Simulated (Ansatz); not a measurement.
**Convergence of a linear-scaling basis for Σ13 (111) twist boundary in Al (156 atoms)**

Aim: test how closely localised support functions follow the reference on Σ13 (111) twist boundary in Al (156 atoms), and at what cost. A setting counts as converged where the r.m.s. difference of forces stays under 1 % of the r.m.s. force.

Method: Kohn-Sham DFT, PBE, PAW (set soft_2), plane waves, in Ansatz 0.2.0.

## Step 1: Starting point

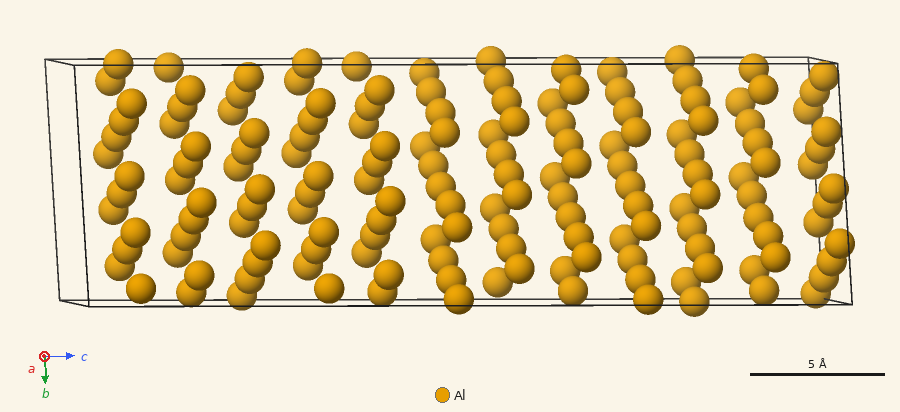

The starting structure, seen from the side, with the c axis across the page (aluminium orange). Some periodic images of atoms are drawn too.

The cell holds 156 atoms: 156 Al. Its edges and angles: a = 10.326 Å, b = 10.326 Å, c = 28.816 Å, α = 90.0°, β = 90.0°, γ = 60.0°. It derives from Al (fcc). Fcc Al (a = 4.05 Å); two grains turned against each other by 27.80 deg about [111]; 1 x 1 coincidence cells, 2 lattice periods a grain, two boundaries a cell, upper grain shifted by [0.305, 0.576] of the boundary cell and opened by 0.1 Å, one atom of each pair nearer than 1.575 Å removed; minimised with a classical potential (one cell length free). Regions: lower grain, 78 atoms (78 Al); upper grain, 78 atoms (78 Al).

What the set-up can't give: The host structure and its lattice constant were typed by rule, without a check against the phase diagram.

## Step 2: Plane-wave single point

The first run fixes the reference, at a cutoff of 420 eV.

File input.yaml:

```yaml
crystal:
  lattice:
    - [10.32551, 0.0, 0.0]
    - [5.16276, 8.94216, 0.0]
    - [0.0, 0.0, 28.81626]
  atoms:
    - { symbol: Al, position: [0.24691, 0.67749, 0.99088] }
    - { symbol: Al, position: [0.4763, 0.36637, 0.99022] }
    - { symbol: Al, position: [0.4279, 0.54472, 0.07368] }
    - { symbol: Al, position: [0.71285, 0.05999, 0.99249] }
    - { symbol: Al, position: [0.65907, 0.23844, 0.07347] }
    - { symbol: Al, position: [0.83862, 0.10893, 0.15599] }
    - { symbol: Al, position: [0.93884, 0.7479, 0.99092] }
    - { symbol: Al, position: [0.89064, 0.92889, 0.07368] }
    - { symbol: Al, position: [0.17657, 0.43987, 0.9909] }
    - { symbol: Al, position: [0.12078, 0.62174, 0.07316] }
    - { symbol: Al, position: [0.0695, 0.80107, 0.15597] }
    - { symbol: Al, position: [0.40272, 0.13286, 0.99057] }
    - { symbol: Al, position: [0.35197, 0.31351, 0.07401] }
    - { symbol: Al, position: [0.30011, 0.49368, 0.15597] }
    - { symbol: Al, position: [0.24883, 0.67302, 0.23842] }
    - { symbol: Al, position: [0.58226, 0.00643, 0.07354] }
    - { symbol: Al, position: [0.53126, 0.18578, 0.15596] }
    - { symbol: Al, position: [0.47982, 0.36522, 0.23836] }
    - { symbol: Al, position: [0.429, 0.54469, 0.32037] }
    - { symbol: Al, position: [0.71029, 0.0577, 0.23843] }
    - { symbol: Al, position: [0.6593, 0.23704, 0.32084] }
    - { symbol: Al, position: [0.83884, 0.11051, 0.40383] }
    - { symbol: Al, position: [0.63199, 0.82862, 0.99055] }
    - { symbol: Al, position: [0.8654, 0.52155, 0.99022] }
    - { symbol: Al, position: [0.81255, 0.69877, 0.07402] }
    - { symbol: Al, position: [0.76173, 0.87826, 0.15603] }
    - { symbol: Al, position: [0.09045, 0.21393, 0.99248] }
    - { symbol: Al, position: [0.04376, 0.39163, 0.07368] }
    - { symbol: Al, position: [0.99272, 0.57046, 0.15597] }
    - { symbol: Al, position: [0.94145, 0.74979, 0.23842] }
    - { symbol: Al, position: [0.8896, 0.92996, 0.32036] }
    - { symbol: Al, position: [0.27459, 0.08323, 0.07354] }
    [... 118 atom lines left out ...]
    - { symbol: Al, position: [0.99496, 0.80281, 0.90348] }
    - { symbol: Al, position: [0.15135, 0.18266, 0.90189] }
    - { symbol: Al, position: [0.71056, 0.59545, 0.73843] }
    - { symbol: Al, position: [0.58274, 0.77593, 0.82092] }
    - { symbol: Al, position: [0.45434, 0.95435, 0.90635] }
    - { symbol: Al, position: [0.76549, 0.7211, 0.90416] }
kpoints:
  mp_grid: { grid: [2, 2, 1] }
hamiltonian:
  xc: pbe
scf:
  occupations: { method: fermi_dirac, width: 0.1 }
output:
  forces: true
  stress: true
  populations: intrinsic
  dos:
    method: { smearing: { sigma: 0.1 } }
    de: 0.1
    projected:
      site_lists:
        Al: [Al]
        lower_grain: [0, 1, 2, 3, 4, 5, 6, 7, 8, 9, 10, 11, 12, 13, 14, 15, 16, 17, 18, 19, 20, 21, 22, 23, 24, 25, 26, 27, 28, 29, 30, 31, 32, 33, 34, 35, 36, 37, 38, 39, 40, 41, 42, 43, 44, 45, 46, 47, 48, 49, 50, 51, 52, 53, 54, 55, 56, 57, 58, 59, 60, 61, 62, 63, 64, 65, 66, 67, 68, 69, 70, 71, 72, 73, 74, 75, 76, 77]
        upper_grain: [78, 79, 80, 81, 82, 83, 84, 85, 86, 87, 88, 89, 90, 91, 92, 93, 94, 95, 96, 97, 98, 99, 100, 101, 102, 103, 104, 105, 106, 107, 108, 109, 110, 111, 112, 113, 114, 115, 116, 117, 118, 119, 120, 121, 122, 123, 124, 125, 126, 127, 128, 129, 130, 131, 132, 133, 134, 135, 136, 137, 138, 139, 140, 141, 142, 143, 144, 145, 146, 147, 148, 149, 150, 151, 152, 153, 154, 155]
  eigenvalues: true
  write_density: true
  write_potential: true
  volumetric_format: npy
```

Launch:

```sh
$ ansatz run input.yaml --threads 4 --pin off --max-ram 8192MiB --backend cpu --events-out ev --progress --plain --runs-dir out
```

Numbers of over 12 decimals in the logs are rounded to 6 here.

Output:

```text
Engine: ansatz 0.2.0, aarch64-unknown-linux-gnu
Pseudopotentials: kind: paw
Pseudopotential: Al, paw, valence charge 3, recommended cutoff 420 eV (normal), Al.paw.azcp
Functional definition: PBE
  parameter kappa = 0.804
  parameter beta = 0.066725
  exchange = pbe_x(kappa = kappa, mu = beta*pi^2/3)
  correlation = pbe_c(beta = beta)
Crystal: 156 atoms, lattice volume = 2660.673 Å³
Basis set: ecut = 420 eV, 52081 PW (Γ), exchange–correlation on 144×144×400 points (8 copies of the dense FFT grid, shifted against one another)
Bands: 390, of which v1, the nominal top of the filled ones, is band 234 counted from 1 (233 counted from 0)
Symmetry: 1 space group operations
Space group: P1 (ITA 1), of the structure as read, at distance tolerance 1.4e-4 Å
k-points: 4
Non-local potential: Al, projectors of the file, l = 0: 2, l = 1: 2, l = 2: 1
PAW form: soft (Blöchl's): semilocal exchange-correlation on the pseudo side does not see the compensation charge
PAW one-centre angular grid: Al, 110 points (default); XC on 64 Gauss nodes
Initial density: superposition of atomic densities (neutral atoms: chi_scale 0, normalization atom), corrected by the library's trained network
Initial wavefunctions: pseudopotential atomic-orbital guess
Functional: x = pbe(κ = 0.804, μ = 0.219515), c = pbe(β = 0.066725)
SCF iter   1: F=—  HF=-83852.605541 eV  |F-HF|=—  |Δ(HF+E_count)|=         —  Δρ=1.08e-3  dr2=7.14e-1  ethr=1.77e-3  ⟨swp⟩=6.5  Hψ=7993  notcnv=0  defer=46
preconditioner: auto → Kerker (q_TF=auto, 2.042 Å⁻¹)  [metal: Δε(μ)=0.018 eV  Ē_g=6.567 eV  σ=0.100 eV  W_gap=0.04  n_scr=372 (ndim 8)  ℏωp=15.6 eV  f_vac=0.000  D(μ)=45.67/eV (n_scr^D=226)]
SCF iter   2: F=—  HF=-83852.591741 eV  |F-HF|=—  |Δ(HF+E_count)|=   1.38e-2  Δρ=6.16e-4  dr2=1.95e-1  ethr=1.53e-4  ⟨swp⟩=1.0  Hψ=1796  notcnv=0  defer=66
SCF iter   3: F=—  HF=-83852.583111 eV  |F-HF|=—  |Δ(HF+E_count)|=   8.63e-3  Δρ=9.04e-5  dr2=7.09e-4  ethr=4.16e-5  ⟨swp⟩=1.0  Hψ=1405  notcnv=0  defer=66
SCF iter   4: F=—  HF=-83852.583014 eV  |F-HF|=—  |Δ(HF+E_count)|=   9.72e-5  Δρ=2.09e-5  dr2=1.42e-5  ethr=1.51e-7  ⟨swp⟩=2.0  Hψ=1615  notcnv=0  defer=66
SCF iter   5: F=—  HF=-83852.583015 eV  |F-HF|=—  |Δ(HF+E_count)|=   1.39e-6  Δρ=5.27e-6  dr2=2.76e-6  ethr=3.03e-9  ⟨swp⟩=2.0  Hψ=2430  notcnv=0  defer=66
SCF iter   6: F=-83852.583015 eV  HF=-83852.583015 eV  |F-HF|=1.42e-8  |Δ(HF+E_count)|=   1.30e-7  Δρ=9.35e-7  dr2=3.22e-8  ethr=2.14e-11  ⟨swp⟩=15.0  Hψ=10968  notcnv=0
SCF 1 converged in 6 iterations: F = -83852.583015 eV  dr2 = 3.22e-8
  greatest PAW one-centre occupation: 0.461 electrons in one spin orbital (limit 2), on the Al atom at site 42 (counted from 0), in its partial waves of l = 0
SCF converged after 6 iterations
Free energy (F): -83852.583015 eV
Harris-Foulkes:  -83852.583015 eV  (|F-HF|=1.42e-8)
Internal energy: -83851.055254 eV  (E = F + TS)
E sigma→0 (E₀):  -83851.819134 eV
Entropy (-TS):   -1.527761 eV (-9.793 meV/atom)
Fermi energy:    7.656494 eV
--- Per-component energies (eV) ---
  E_band       = 1523.087019
  E_kinetic    = 3473.540462
  E_local      = 1422.393005  (includes V_loc(G=0)·N_el)
  E_nonlocal   = 1614.378585
  E_hartree    = 27.392959
  E_xc         = -6166.919553
  E_vxc        = -4475.607146  (∫ρ·V_xc dr)
  E_paw        = -72898.758491  (= ΣΔE_a)
  E_vpaw       = -566.404180  (= ΣTr[D̂ρ^β])
  E_aug_tail   = -0.000339  (compensation charges beyond the density's cutoff)
  E_ewald      = -11323.081881
  E_smearing   = -1.527761  (= −TS)
  E_closure    = 0.000000  (closes the sum)
  Σ components = -83852.583015   (vs F -83852.583015, Δ=0.00e0)
--- Forces (eV/Å), atoms counted from 1 ---
  atom   1  Al    -0.00105016     0.01816569     0.06752367
  atom   2  Al     0.01421987    -0.01933529    -0.03363067
  atom   3  Al     0.01861519     0.00337543    -0.05704836
  atom   4  Al    -0.02275933    -0.00776666     0.17079083
  atom   5  Al    -0.01186995    -0.01647080    -0.06221151
  atom   6  Al    -0.00795815     0.00673139     0.03388098
  atom   7  Al    -0.01518248    -0.01035556     0.07188460
  atom   8  Al    -0.01194390     0.01362236    -0.05676046
  atom   9  Al     0.01583559    -0.00778751     0.07054337
  atom  10  Al    -0.00016450     0.00020987    -0.04536909
  atom  11  Al     0.01284735     0.00250105     0.03729982
  atom  12  Al    -0.00802164     0.02039938     0.00406030
  atom  13  Al    -0.00270095     0.00728210    -0.06328460
  atom  14  Al    -0.00458606    -0.01204391     0.03746726
[...]
atom 155  Al    -0.00054272    -0.00093064    -0.03326107
  atom 156  Al    -0.02382926     0.00193786     0.03436317
  max |Σ_I F_I| component: 8.30e-5 eV/Å
--- Stress (GPa, compression-positive) ---
       -0.764398      -0.000058      -0.000043
       -0.000058      -0.764522       0.000046
       -0.000043       0.000046      -3.149342
  P = ⅓ Tr σ = -1.5594 GPa (-15.594 kbar)
--- Band table (eV) ---
  k-point 0: bands = ["-3.3262", "-3.2177", "-3.0537", "-2.6636", [... 374 levels ...], "11.6989", "11.7420", "11.7548", "11.7548", "11.7554", "11.7678", "11.7678", "11.7773", "11.8035", "11.8230", "11.8230", "11.8290"]
[...]
--- intrinsic populations: 156 sites ---
  site symbol       q [e]
     0     Al      3.0112
     1     Al      2.9967
     2     Al      2.9912
[...]
155     Al      2.9966
  spilling = 0.000000 (of n_electrons = 468.000000)
```

Run time: 3.6 min. Hardware: 4 threads of Arm Neoverse V2, shared host; peak memory 7.1 GiB.

The program notes that it cut back its work space to fit the memory limit.

Numbers from this run:

```yaml
free_energy: -83852.5830 eV
free_energy_per_atom: -537.5166 eV/atom
scf_cycles: 6
pressure: -1.559 GPa
r_m_s_force_component: 0.03879 eV/Å
longest_force: 0.1747 eV/Å
fermi_energy: 7.656 eV
levels_partly_filled_by_over_2_per_cent: 68
```

The r.m.s. force component of 0.039 eV/Å sets the scale for the differences below.

## Step 3: Support functions medium

The cell is solved in localised support functions. The level medium gives here a grid of 48×48×120 points and a radius of 3.90 Å.

This step: Kohn-Sham DFT, PBE, PAW (set soft_2), localised support functions (medium) (Ansatz 0.2.0).

input.yaml, the sections that differ from step 2:

```yaml
scf:
  occupations: { method: fermi_dirac, width: 0.1 }
  eigensolver: { kind: { support_functions: { accuracy: medium } } }
  mixing: { beta: 0.2 }
  max_iter: 150
output:
  forces: true
# crystal, kpoints, hamiltonian: as in step 2
```

Output:

```text
Warning: scf.eigensolver.kind.support_functions: disabling space-group detection — the functions' gradient is summed over unrotated k-points, so no spatial operation reduces the k-mesh or symmetrises the density; time reversal is kept, so that k and −k are solved as one point where they differ and the mesh holds both, and exact exchange and, on two spinor components, a DFT+U term hold to it where the run has them: [...]
settings of this run that can trade accuracy for cost: scf.eigensolver.kind.support_functions [...]
[...]
Crystal: 156 atoms, lattice volume = 2660.673 Å³
Basis set: ecut = 420 eV, 52081 PW (Γ), exchange–correlation on 144×144×400 points (8 copies of the dense FFT grid, shifted against one another)
Bands: 281, of which v1, the nominal top of the filled ones, is band 234 counted from 1 (233 counted from 0)
Symmetry: 1 space group operations
k-points: 4
[...]
Eigensolver: Support functions (medium, 48×48×120 points, laid for a spacing of at most 0.257060 Å, radius 3.895667 Å, 1 species' potentials softened for the grid, 1 wholly corrected for its errors in the mean over positions, 1 with the egg-box correction, energy correction by stochastic trace)
[...]
SCF iter   1: F=—  HF=-83788.465523 eV  |F-HF|=—  |Δ(HF+E_count)|=         —  Δρ=1.58e-2  dr2=7.55e0  ethr=1.00e-1
[...]
SCF iter   9: F=—  HF=-83852.579083 eV  |F-HF|=—  |Δ(HF+E_count)|=   7.90e-3  Δρ=2.24e-5  dr2=1.25e-5  ethr=5.63e-9  κ⁻¹=4.3e-9(r=7)
SCF iter  10: F=-83852.579082 eV  HF=-83852.579083 eV  |F-HF|=6.16e-7  |Δ(HF+E_count)|=   5.94e-8  Δρ=8.50e-6  dr2=2.15e-6  ethr=2.66e-9
SCF 1 converged in 10 iterations: F = -83852.676466 eV  dr2 = 2.15e-6
[...]
SCF converged after 10 iterations
Stability not checked: this state was not tested for a lower state beside it, because the mixer in use, unlike msr1, does not test its closes by its own steps (another_mixer; see scf.mixing.algorithm and scf.lower_state_search)
Free energy (F): -83852.676466 eV
[...]
Internal energy: -83851.153025 eV  (E = F + TS)
E sigma→0 (E₀):  -83851.914746 eV
Entropy (-TS):   -1.523441 eV (-9.766 meV/atom)
Fermi energy:    7.657483 eV
[...]
Σ components = -83852.676466   (vs F -83852.676466, Δ=0.00e0)
--- Forces (eV/Å), atoms counted from 1 ---
  atom   1  Al    -0.00075389     0.01746287     0.06814718
  atom   2  Al     0.01445113    -0.01912918    -0.03376445
  atom   3  Al     0.01835905     0.00366705    -0.05739843
  atom   4  Al    -0.02279122    -0.00758018     0.17198410
[...]
atom 156  Al    -0.02348980     0.00216763     0.03421839
  max |Σ_I F_I| component: 3.79e-3 eV/Å
--- Band table (eV) ---
[...]
guard bands above this table: 14 of the run's 281 bands (output.publish_guard_bands: true publishes all)
[...]
```

The job ended after 96 s (4 threads; peak memory 4.5 GiB; 6.3 min of CPU time).

The program notes that the band table was not solved further than the SCF left it and it switched symmetry off.

Keys that differ from the reference: support_functions.accuracy = "medium", scf.max_iter = 150 and scf.mixing.beta = 0.2.

Forces differ from the reference by 0.50 meV/Å r.m.s., 1.3 % of their size, over a tolerance of 1 %; the energy by -0.60 meV/atom. The two runs also began from different starting densities, which bears on cycles and time.

## Step 4: Support functions low

The level low is asked for. Here it resolves to the same grid and radius as in the run with support functions medium, so the basis is not new.

This step: Kohn-Sham DFT, PBE, PAW (set soft_2), localised support functions (low) (Ansatz 0.2.0).

input.yaml, the sections that differ from step 3:

```yaml
scf:
  occupations: { method: fermi_dirac, width: 0.1 }
  eigensolver: { kind: { support_functions: { accuracy: low } } }
  mixing: { beta: 0.2 }
  max_iter: 150
# crystal, kpoints, hamiltonian, output: as in step 3
```

Output:

```text
[...]
Crystal: 156 atoms, lattice volume = 2660.673 Å³
Basis set: ecut = 420 eV, 52081 PW (Γ), exchange–correlation on 144×144×400 points (8 copies of the dense FFT grid, shifted against one another)
Bands: 281, of which v1, the nominal top of the filled ones, is band 234 counted from 1 (233 counted from 0)
Symmetry: 1 space group operations
k-points: 4
[...]
Eigensolver: Support functions (low, 48×48×120 points, laid for a spacing of at most 0.257060 Å, radius 3.895667 Å, 1 species' potentials softened for the grid, 1 wholly corrected for its errors in the mean over positions, 1 with the egg-box correction, energy correction by stochastic trace)
[...]
SCF iter   1: F=—  HF=-83788.465523 eV  |F-HF|=—  |Δ(HF+E_count)|=         —  Δρ=1.58e-2  dr2=7.55e0  ethr=1.00e-1
[...]
SCF iter   8: F=—  HF=-83852.571179 eV  |F-HF|=—  |Δ(HF+E_count)|=   1.07e-2  Δρ=3.63e-5  dr2=2.64e-5  ethr=5.25e-8  κ⁻¹=5.1e-8(r=6)
SCF iter   9: F=-83852.579082 eV  HF=-83852.579083 eV  |F-HF|=1.31e-6  |Δ(HF+E_count)|=   7.90e-3  Δρ=2.24e-5  dr2=1.25e-5  ethr=5.63e-9
SCF 1 converged in 9 iterations: F = -83852.676468 eV  dr2 = 1.25e-5
[...]
SCF converged after 9 iterations
[...]
Free energy (F): -83852.676468 eV
[...]
Internal energy: -83851.153025 eV  (E = F + TS)
E sigma→0 (E₀):  -83851.914746 eV
Entropy (-TS):   -1.523443 eV (-9.766 meV/atom)
Fermi energy:    7.657425 eV
[...]
Σ components = -83852.676468   (vs F -83852.676468, Δ=0.00e0)
--- Forces (eV/Å), atoms counted from 1 ---
  atom   1  Al    -0.00076256     0.01744102     0.06823958
  atom   2  Al     0.01445425    -0.01915034    -0.03365260
  atom   3  Al     0.01834689     0.00365859    -0.05750869
  atom   4  Al    -0.02278353    -0.00758587     0.17209911
[...]
atom 156  Al    -0.02350797     0.00218570     0.03412637
  max |Σ_I F_I| component: 3.80e-3 eV/Å
--- Band table (eV) ---
[...]
```

Wall time 94 s (4 threads); peak memory 4.5 GiB; 6.1 min of CPU time.

Keys that differ from the reference: support_functions.accuracy = "low", scf.max_iter = 150 and scf.mixing.beta = 0.2.

Forces differ from the reference by 0.52 meV/Å r.m.s., 1.3 % of their size, over a tolerance of 1 %; the energy by -0.60 meV/atom. The two runs also began from different starting densities, which bears on cycles and time.

## Step 5: Support functions high

The cell is solved in localised support functions. The level high gives here a grid of 48×48×144 points and a radius of 4.66 Å.

This step: Kohn-Sham DFT, PBE, PAW (set soft_2), localised support functions (high) (Ansatz 0.2.0).

input.yaml, the sections that differ from step 4:

```yaml
scf:
  occupations: { method: fermi_dirac, width: 0.1 }
  eigensolver: { kind: { support_functions: { accuracy: high } } }
  mixing: { beta: 0.2 }
  max_iter: 150
# crystal, kpoints, hamiltonian, output: as in step 4
```

Output:

```text
[...]
Crystal: 156 atoms, lattice volume = 2660.673 Å³
Basis set: ecut = 420 eV, 52081 PW (Γ), exchange–correlation on 144×144×400 points (8 copies of the dense FFT grid, shifted against one another)
Bands: 281, of which v1, the nominal top of the filled ones, is band 234 counted from 1 (233 counted from 0)
Symmetry: 1 space group operations
k-points: 4
[...]
Eigensolver: Support functions (high, 48×48×144 points, laid for a spacing of at most 0.228497 Å, radius 4.662400 Å, 1 species' potentials softened for the grid, 1 wholly corrected for its errors in the mean over positions, 1 with the egg-box correction, energy correction by stochastic trace)
[...]
SCF iter   1: F=—  HF=-83802.767091 eV  |F-HF|=—  |Δ(HF+E_count)|=         —  Δρ=1.65e-2  dr2=8.08e0  ethr=1.00e-1
[...]
SCF iter  13: F=—  HF=-83852.663839 eV  |F-HF|=—  |Δ(HF+E_count)|=   1.82e-4  Δρ=5.90e-7  dr2=8.32e-9  ethr=3.43e-12  κ⁻¹=4.2e-9(r=7)
SCF iter  14: F=-83852.664311 eV  HF=-83852.664311 eV  |F-HF|=1.34e-9  |Δ(HF+E_count)|=   4.72e-4  Δρ=5.35e-7  dr2=8.22e-9  ethr=1.78e-12
SCF 1 converged in 14 iterations: F = -83852.671753 eV  dr2 = 8.22e-9
[...]
SCF converged after 14 iterations
[...]
Free energy (F): -83852.671753 eV
[...]
Internal energy: -83851.144780 eV  (E = F + TS)
E sigma→0 (E₀):  -83851.908266 eV
Entropy (-TS):   -1.526973 eV (-9.788 meV/atom)
Fermi energy:    7.656439 eV
[...]
Σ components = -83852.671753   (vs F -83852.671753, Δ=0.00e0)
--- Forces (eV/Å), atoms counted from 1 ---
  atom   1  Al    -0.00106424     0.01807402     0.06797905
  atom   2  Al     0.01428156    -0.01941216    -0.03323933
  atom   3  Al     0.01862615     0.00338331    -0.05692893
  atom   4  Al    -0.02277043    -0.00772964     0.17129782
[...]
atom 156  Al    -0.02395073     0.00192519     0.03393304
  max |Σ_I F_I| component: 8.74e-4 eV/Å
--- Band table (eV) ---
[...]
```

It took 4.8 min on 4 threads; peak memory 5.9 GiB; 19 min of CPU time.

Keys that differ from the reference: support_functions.accuracy = "high", scf.max_iter = 150 and scf.mixing.beta = 0.2.

Forces differ from the reference by 0.14 meV/Å r.m.s., 0.37 % of their size, within a tolerance of 1 %; the energy by -0.57 meV/atom. The two runs also began from different starting densities, which bears on cycles and time.

[end of part 1 of 3]

[Logs are printed without paths, hosts, clocks, repeated set-up lines and the standing remarks that a program may print on its own settings, such as how far it seeks lower states.]

[Hosts, paths, dates, database ids (printed as entryN), source tags and the programs' standing remarks are cut or masked in the printed files.]
